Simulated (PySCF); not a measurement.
C$_{5}$H$_{13}$NOSi

```json
{"atom": "N", "x (Å)": "2.6478", "y (Å)": "0.6530", "z (Å)": "1.1200"}
{"atom": "Si", "x (Å)": "1.7124", "y (Å)": "1.0088", "z (Å)": "-0.2908"}
{"atom": "O", "x (Å)": "2.3897", "y (Å)": "0.2413", "z (Å)": "-1.5558"}
{"atom": "C", "x (Å)": "-0.0500", "y (Å)": "0.4206", "z (Å)": "0.1127"}
{"atom": "C", "x (Å)": "-0.2028", "y (Å)": "-1.0873", "z (Å)": "0.3208"}
{"atom": "C", "x (Å)": "-1.7131", "y (Å)": "-1.3373", "z (Å)": "0.2200"}
{"atom": "C", "x (Å)": "-2.2688", "y (Å)": "-0.1886", "z (Å)": "-0.6439"}
{"atom": "C", "x (Å)": "-1.0578", "y (Å)": "0.6802", "z (Å)": "-1.0060"}
{"atom": "H", "x (Å)": "3.6422", "y (Å)": "0.8102", "z (Å)": "1.0713"}
{"atom": "H", "x (Å)": "2.3049", "y (Å)": "0.9590", "z (Å)": "2.0153"}
{"atom": "H", "x (Å)": "1.7262", "y (Å)": "2.3797", "z (Å)": "-0.7997"}
{"atom": "H", "x (Å)": "2.5646", "y (Å)": "-0.6951", "z (Å)": "-1.5114"}
{"atom": "H", "x (Å)": "-0.4151", "y (Å)": "0.9226", "z (Å)": "1.0144"}
{"atom": "H", "x (Å)": "0.2109", "y (Å)": "-1.4224", "z (Å)": "1.2708"}
{"atom": "H", "x (Å)": "0.3106", "y (Å)": "-1.6231", "z (Å)": "-0.4805"}
{"atom": "H", "x (Å)": "-1.9255", "y (Å)": "-2.3122", "z (Å)": "-0.2189"}
{"atom": "H", "x (Å)": "-2.1651", "y (Å)": "-1.3177", "z (Å)": "1.2126"}
{"atom": "H", "x (Å)": "-2.7739", "y (Å)": "-0.5600", "z (Å)": "-1.5355"}
{"atom": "H", "x (Å)": "-2.9932", "y (Å)": "0.3953", "z (Å)": "-0.0747"}
{"atom": "H", "x (Å)": "-1.3174", "y (Å)": "1.7340", "z (Å)": "-1.0958"}
{"atom": "H", "x (Å)": "-0.6355", "y (Å)": "0.3560", "z (Å)": "-1.9588"}
```

Geometry: GFN2-xTB.

Level of theory: PBE0/pcSseg-1, SCF density, gas phase, non-relativistic (PySCF 2.14.0).

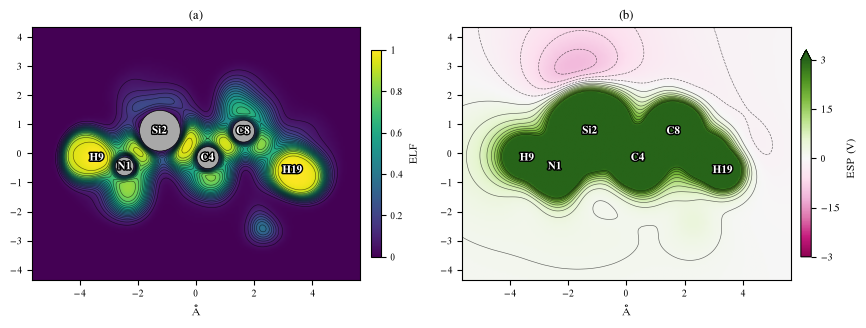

Figure 1. (a) ELF; (b) molecular electrostatic potential on the plane of atoms Si2, N1 and H9. Grey discs cover the atomic cores in the ELF map.

**What does the map show?**

- The plane passes through N, Si, C and H nuclei.
- C–C (1.53 Å): the ELF peaks at about 0.95 between the atoms, as expected for localised, covalent bonding.
- Si–N (1.73 Å): the ELF peaks at about 0.90 between the atoms (a polar covalent bond).
- C–Si (1.90 Å): the ELF peaks at about 0.95 between the atoms; localised, covalent bonding.
- N–H (1.01 Å): the ELF climbs to about 1 towards the hydrogen, as it does in any bond to H; a covalent bond by its length.
- Outside the dense part of the molecule the potential is most negative (−1.1 V) near O3, which lies off the plane.

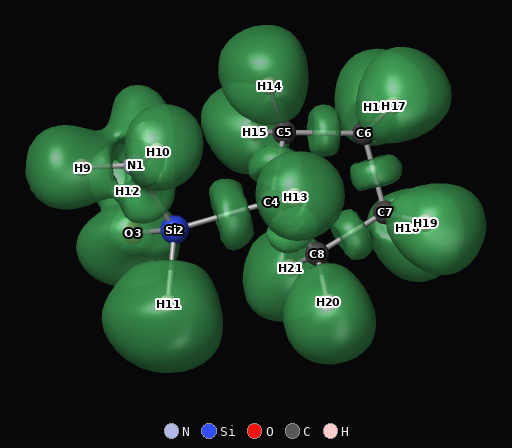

Figure 2. Isosurface of the ELF at 0.75 (green), seen at a tilt. Only the valence region is drawn (cores and ρ < 0.01 e/Å³ removed).

**Describe the localisation domains.**

At this value the surface marks out five regions between bonded C–C atoms (shared pairs), one region between bonded C–Si atoms (shared pairs), ten regions around hydrogen nuclei, one joined region spread over several atoms (H, N), in which their bonds and any lone pairs are merged and one joined region spread over several atoms (H, O), in which their bonds and any lone pairs are merged. Along the contacts the grid gives the following. Si–O (1.63 Å): the ELF peaks at about 0.85 between the atoms, as expected for a polar covalent bond.

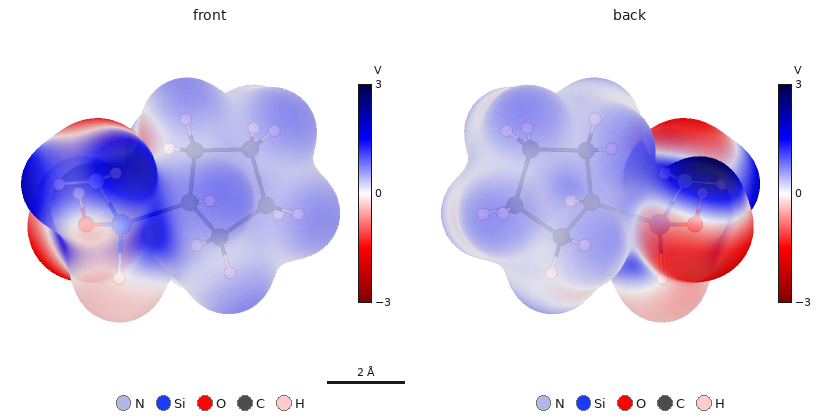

Figure 3. The electrostatic potential painted on the density surface at 0.004 e/bohr³, seen from the front and from behind; the colour scale runs from red (negative) to blue (positive).

**Which sites attract a positive test charge, and which a negative one?**

A positive charge is drawn to the negative regions and a negative charge to the positive ones. The most negative region (about −1.9 V) lies over O3, the most positive (about +2.9 V) over H12. O3 is the likeliest acceptor of a hydrogen bond.

**What dipole moment does the calculation give?**

Its dipole moment is 1.74 D.
